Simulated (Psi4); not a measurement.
Geometry relaxation, with input and output: BSiH5F (charge −1) (part 2 of 2)

BSiH5F, charge −1, SMILES [BH3-][SiH2]F; wB97X-D/6-31+G*, RKS (Psi4 1.11). The geometry comes from this level: GFN2-xTB.

Geometry of the input (Å):
```
B  -0.7408  0.7226  -0.4067
Si 0.5179  -0.5912  0.3198
F  2.1381  -0.1674  0.3890
H  -1.8788  0.2588  -0.3743
H  -0.4861  1.0008  -1.5718
H  -0.7437  1.7610  0.2426
H  0.4413  -1.0666  1.7389
H  0.7521  -1.9180  -0.3375
```

Trajectory as extended XYZ (Å, eV, eV/Å), 16 frames, from step=0 to step=15
```
8
Properties=species:S:1:pos:R:3:forces:R:3 step=0 energy=-11353.51778
B    -0.7408    0.7226   -0.4067   -0.5391   0.4988  -0.2901
Si    0.5179   -0.5912    0.3198    0.7733  -0.4509   0.3000
F     2.1381   -0.1674    0.3890    0.4021   0.4973  -0.1462
H    -1.8788    0.2588   -0.3743   -0.0425  -0.2248   0.0878
H    -0.4861    1.0008   -1.5718    0.1776  -0.1105  -0.1256
H    -0.7437    1.7610    0.2426    0.1321   0.0224   0.2065
H     0.4413   -1.0666    1.7389   -0.4814   0.0156   0.3496
H     0.7521   -1.9180   -0.3375   -0.3754  -0.2702  -0.3661
8
Properties=species:S:1:pos:R:3:forces:R:3 step=1 energy=-11353.55120
B    -0.7536    0.7293   -0.4114   -0.2439   0.2134  -0.1275
Si    0.5238   -0.5980    0.3235    0.4342  -0.1615   0.1322
F     2.1387   -0.1607    0.3864    0.4104   0.4357  -0.1195
H    -1.8845    0.2552   -0.3736   -0.0938  -0.2154   0.0765
H    -0.4888    0.9988   -1.5742    0.1582  -0.0770  -0.1623
H    -0.7470    1.7609    0.2449    0.1080   0.0693   0.2023
H     0.4293   -1.0667    1.7433   -0.4113  -0.0081   0.3373
H     0.7416   -1.9223   -0.3433   -0.3131  -0.2738  -0.3247
8
Properties=species:S:1:pos:R:3:forces:R:3 step=2 energy=-11353.59874
B    -0.7833    0.7385   -0.4198    0.2326  -0.1955   0.1147
Si    0.5345   -0.6129    0.3313   -0.0655   0.2217  -0.0970
F     2.1455   -0.1416    0.3795    0.1972   0.2100  -0.0583
H    -1.9037    0.2396   -0.3700   -0.0854  -0.1530   0.0511
H    -0.4949    0.9904   -1.5828    0.0825  -0.0287  -0.1179
H    -0.7557    1.7600    0.2551    0.0497   0.0645   0.1191
H     0.3926   -1.0712    1.7606   -0.2074  -0.0034   0.1453
H     0.7101   -1.9408   -0.3610   -0.1639  -0.1228  -0.1481
8
Properties=species:S:1:pos:R:3:forces:R:3 step=3 energy=-11353.60690
B    -0.7898    0.7366   -0.4201    0.2550  -0.2078   0.1232
Si    0.5360   -0.6160    0.3329   -0.1014   0.1958  -0.0926
F     2.1492   -0.1344    0.3770    0.0482   0.1114  -0.0398
H    -1.9117    0.2307   -0.3674   -0.0021  -0.1084   0.0441
H    -0.4966    0.9855   -1.5865    0.0471  -0.0291  -0.0411
H    -0.7587    1.7587    0.2606    0.0334   0.0084   0.0596
H     0.3772   -1.0743    1.7685   -0.1286   0.0262   0.0192
H     0.6969   -1.9499   -0.3681   -0.1169  -0.0075  -0.0629
8
Properties=species:S:1:pos:R:3:forces:R:3 step=4 energy=-11353.61133
B    -0.7895    0.7312   -0.4179    0.1691  -0.1310   0.0784
Si    0.5355   -0.6162    0.3329   -0.0547   0.0915  -0.0446
F     2.1513   -0.1299    0.3754   -0.0597   0.0491  -0.0300
H    -1.9158    0.2228   -0.3648    0.0923  -0.0717   0.0421
H    -0.4970    0.9810   -1.5884    0.0252  -0.0398   0.0347
H    -0.7599    1.7566    0.2649    0.0288  -0.0526   0.0115
H     0.3663   -1.0765    1.7731   -0.0799   0.0563  -0.0736
H     0.6873   -1.9557   -0.3724   -0.0904   0.0830  -0.0077
8
Properties=species:S:1:pos:R:3:forces:R:3 step=5 energy=-11353.61436
B    -0.7854    0.7248   -0.4147    0.0533  -0.0290   0.0188
Si    0.5343   -0.6150    0.3323    0.0058  -0.0129   0.0057
F     2.1513   -0.1271    0.3742   -0.1066   0.0189  -0.0243
H    -1.9157    0.2163   -0.3621    0.1574  -0.0520   0.0431
H    -0.4963    0.9770   -1.5884    0.0174  -0.0505   0.0826
H    -0.7596    1.7536    0.2677    0.0312  -0.0931  -0.0146
H     0.3590   -1.0771    1.7742   -0.0543   0.0736  -0.1149
H     0.6804   -1.9576   -0.3745   -0.0746   0.1267   0.0154
8
Properties=species:S:1:pos:R:3:forces:R:3 step=6 energy=-11353.61760
B    -0.7789    0.7173   -0.4107   -0.0692   0.0794  -0.0440
Si    0.5333   -0.6135    0.3316    0.0530  -0.0978   0.0464
F     2.1496   -0.1240    0.3726   -0.1111  -0.0022  -0.0160
H    -1.9116    0.2085   -0.3584    0.1930  -0.0434   0.0445
H    -0.4947    0.9719   -1.5864    0.0168  -0.0564   0.1054
H    -0.7581    1.7486    0.2704    0.0351  -0.1120  -0.0255
H     0.3512   -1.0762    1.7729   -0.0322   0.0772  -0.1182
H     0.6726   -1.9568   -0.3761   -0.0539   0.1336   0.0211
8
Properties=species:S:1:pos:R:3:forces:R:3 step=7 energy=-11353.62117
B    -0.7717    0.7098   -0.4066   -0.1531   0.1544  -0.0870
Si    0.5328   -0.6127    0.3313    0.0575  -0.1231   0.0567
F     2.1463   -0.1199    0.3704   -0.0735  -0.0219  -0.0020
H    -1.9029    0.1986   -0.3531    0.1787  -0.0469   0.0439
H    -0.4919    0.9651   -1.5824    0.0211  -0.0501   0.0889
H    -0.7551    1.7411    0.2732    0.0354  -0.0946  -0.0177
H     0.3417   -1.0734    1.7693   -0.0077   0.0614  -0.0793
H     0.6628   -1.9533   -0.3779   -0.0221   0.0971   0.0117
8
Properties=species:S:1:pos:R:3:forces:R:3 step=8 energy=-11353.62397
B    -0.7673    0.7058   -0.4043   -0.1350   0.1387  -0.0771
Si    0.5333   -0.6131    0.3315    0.0075  -0.0575   0.0228
F     2.1431   -0.1162    0.3684   -0.0150  -0.0381   0.0134
H    -1.8921    0.1892   -0.3477    0.1069  -0.0606   0.0394
H    -0.4887    0.9587   -1.5778    0.0256  -0.0287   0.0306
H    -0.7515    1.7335    0.2755    0.0279  -0.0381   0.0073
H     0.3334   -1.0696    1.7652    0.0122   0.0306  -0.0144
H     0.6541   -1.9486   -0.3796    0.0104   0.0310  -0.0066
8
Properties=species:S:1:pos:R:3:forces:R:3 step=9 energy=-11353.62514
B    -0.7673    0.7066   -0.4047   -0.0541   0.0678  -0.0354
Si    0.5337   -0.6138    0.3319   -0.0370   0.0208  -0.0150
F     2.1421   -0.1152    0.3678    0.0130  -0.0448   0.0202
H    -1.8855    0.1843   -0.3448    0.0372  -0.0702   0.0335
H    -0.4864    0.9557   -1.5756    0.0249  -0.0080  -0.0203
H    -0.7491    1.7300    0.2767    0.0171   0.0116   0.0266
H     0.3306   -1.0675    1.7635    0.0176   0.0108   0.0219
H     0.6511   -1.9461   -0.3804    0.0229  -0.0085  -0.0168
8
Properties=species:S:1:pos:R:3:forces:R:3 step=10 energy=-11353.62570
B    -0.7682    0.7083   -0.4055    0.0022   0.0186  -0.0067
Si    0.5336   -0.6139    0.3319   -0.0432   0.0486  -0.0268
F     2.1424   -0.1159    0.3681    0.0145  -0.0457   0.0207
H    -1.8822    0.1813   -0.3431    0.0023  -0.0694   0.0282
H    -0.4848    0.9546   -1.5751    0.0197   0.0036  -0.0416
H    -0.7477    1.7290    0.2777    0.0082   0.0337   0.0314
H     0.3305   -1.0666    1.7635    0.0157   0.0058   0.0263
H     0.6511   -1.9455   -0.3809    0.0218  -0.0154  -0.0170
8
Properties=species:S:1:pos:R:3:forces:R:3 step=11 energy=-11353.62632
B    -0.7688    0.7103   -0.4064    0.0487  -0.0240   0.0175
Si    0.5331   -0.6133    0.3315   -0.0256   0.0472  -0.0232
F     2.1431   -0.1178    0.3690    0.0093  -0.0431   0.0186
H    -1.8785    0.1766   -0.3407   -0.0212  -0.0582   0.0203
H    -0.4825    0.9533   -1.5753    0.0084   0.0144  -0.0500
H    -0.7457    1.7285    0.2794   -0.0037   0.0457   0.0267
H     0.3310   -1.0657    1.7639    0.0101   0.0061   0.0172
H     0.6517   -1.9453   -0.3817    0.0142  -0.0090  -0.0124
8
Properties=species:S:1:pos:R:3:forces:R:3 step=12 energy=-11353.62686
B    -0.7685    0.7118   -0.4069    0.0606  -0.0395   0.0253
Si    0.5323   -0.6120    0.3309    0.0068   0.0177  -0.0062
F     2.1437   -0.1202    0.3701    0.0069  -0.0366   0.0154
H    -1.8751    0.1710   -0.3379   -0.0207  -0.0375   0.0118
H    -0.4803    0.9522   -1.5763   -0.0062   0.0199  -0.0389
H    -0.7440    1.7286    0.2815   -0.0145   0.0401   0.0119
H     0.3314   -1.0646    1.7645    0.0030   0.0096   0.0018
H     0.6522   -1.9450   -0.3826    0.0039   0.0042  -0.0061
8
Properties=species:S:1:pos:R:3:forces:R:3 step=13 energy=-11353.62718
B    -0.7675    0.7123   -0.4069    0.0410  -0.0278   0.0174
Si    0.5316   -0.6107    0.3303    0.0314  -0.0139   0.0103
F     2.1438   -0.1222    0.3709    0.0130  -0.0292   0.0131
H    -1.8731    0.1666   -0.3358   -0.0018  -0.0169   0.0059
H    -0.4791    0.9519   -1.5776   -0.0175   0.0186  -0.0160
H    -0.7433    1.7295    0.2830   -0.0201   0.0218  -0.0053
H     0.3312   -1.0633    1.7646   -0.0024   0.0117  -0.0077
H     0.6522   -1.9443   -0.3834   -0.0034   0.0123  -0.0022
8
Properties=species:S:1:pos:R:3:forces:R:3 step=14 energy=-11353.62734
B    -0.7666    0.7124   -0.4068    0.0146  -0.0081   0.0052
Si    0.5314   -0.6099    0.3299    0.0387  -0.0276   0.0169
F     2.1437   -0.1236    0.3714    0.0240  -0.0235   0.0123
H    -1.8724    0.1642   -0.3348    0.0191  -0.0033   0.0032
H    -0.4793    0.9525   -1.5788   -0.0234   0.0139   0.0054
H    -0.7437    1.7306    0.2835   -0.0211   0.0028  -0.0178
H     0.3306   -1.0620    1.7642   -0.0051   0.0103  -0.0078
H     0.6516   -1.9433   -0.3842   -0.0063   0.0116  -0.0017
8
Properties=species:S:1:pos:R:3:forces:R:3 step=15 energy=-11353.62747
B    -0.7659    0.7126   -0.4068   -0.0097   0.0111  -0.0063
Si    0.5313   -0.6092    0.3296    0.0348  -0.0254   0.0154
F     2.1437   -0.1249    0.3720    0.0372  -0.0187   0.0122
H    -1.8720    0.1623   -0.3340    0.0383   0.0069   0.0017
H    -0.4805    0.9537   -1.5801   -0.0264   0.0077   0.0247
H    -0.7452    1.7323    0.2833   -0.0200  -0.0155  -0.0272
H     0.3294   -1.0602    1.7636   -0.0066   0.0055  -0.0020
H     0.6504   -1.9418   -0.3851   -0.0067   0.0044  -0.0027
```

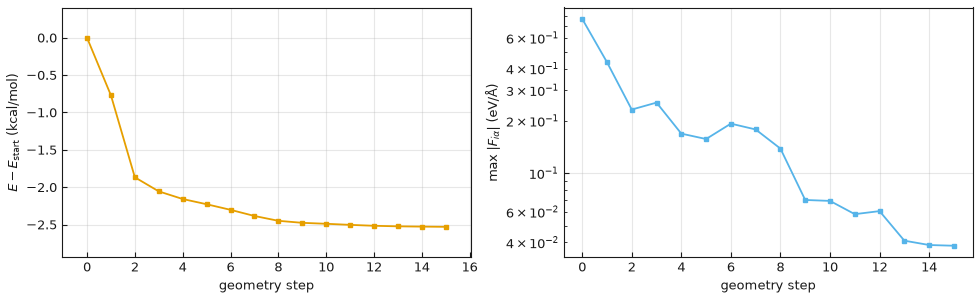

*Progress of the relaxation, step by step (steps are counted from 0).*

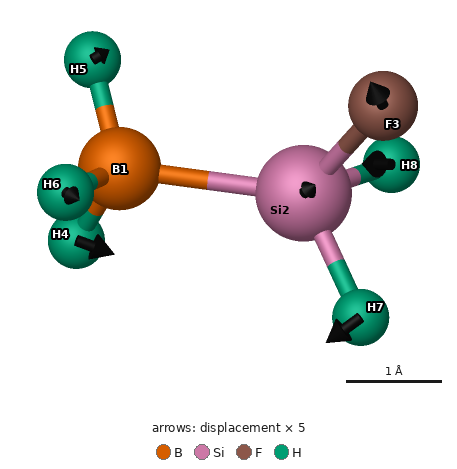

*The starting structure with the displacements as black arrows, magnified 5 times (ball-and-stick view, seen at a tilt). The two geometries are laid on each other by the best rigid fit.*

The energy falls by 2.53 kcal/mol in 15 geometry steps. Largest force component: 0.77 eV/Å at the start, 0.038 eV/Å at the end. The largest moves after the best rigid fit, 0.093 Å, are those of H7 and H8. By element the largest moves are H 0.093 Å, F 0.074 Å, Si 0.040 Å, B 0.013 Å. Among the contacts that change: B1–Si2 1.959 → 1.993 Å, Si2–H7 1.499 → 1.517 Å, B1–H4 1.229 → 1.238 Å, Si2–F3 1.676 → 1.684 Å. Among the angles that change: F3–Si2–H7 95.2° → 100.9°, B1–Si2–H7 122.1° → 117.4°, Si2–B1–H4 109.4° → 105.4°. (Atoms are counted from 1 in the order of the input.)

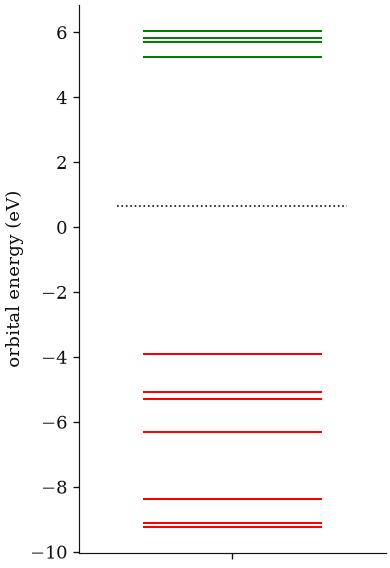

*Orbital energies near the frontier; the dotted line parts filled from empty levels, and levels within 0.02 eV of each other stand side by side.*

Highest filled −3.92 eV, lowest empty 5.23 eV, 9.15 eV apart.
